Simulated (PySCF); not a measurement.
Be(Me)(OMe), C₂H₆BeO, SMILES [CH3][Be][O]C at its CAM-B3LYP/def2-SVP optimised geometry (Å):

```
10

Be    -0.5395    -0.0083     0.0000
C     -2.2124    -0.0059    -0.0009
H     -2.6254     1.0170    -0.0219
H     -2.6297    -0.4981     0.8940
H     -2.6280    -0.5337    -0.8762
O      0.8510    -0.0083     0.0000
C      2.2291    -0.0063     0.0022
H      2.6297    -1.0170    -0.1891
H      2.6282     0.6661    -0.7769
H      2.6259     0.3337     0.9746
```

Calculation: CAM-B3LYP/def2-TZVP (PySCF). Cells within 0.4 Å of a nucleus heavier than hydrogen are left out (blank, or x).

Map of the log10 of the electron density (e/bohr³), floored at −4 on the plane z = 0.0 Å:

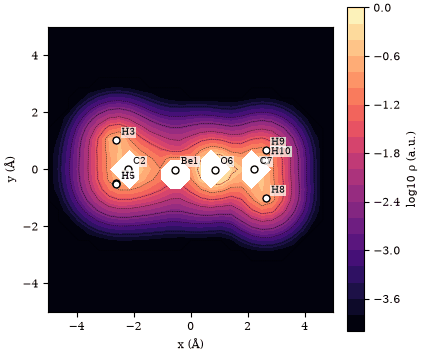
Fig. 1. Log10 of the electron density (e/bohr³), floored at −4 on the plane z = 0.0 Å.
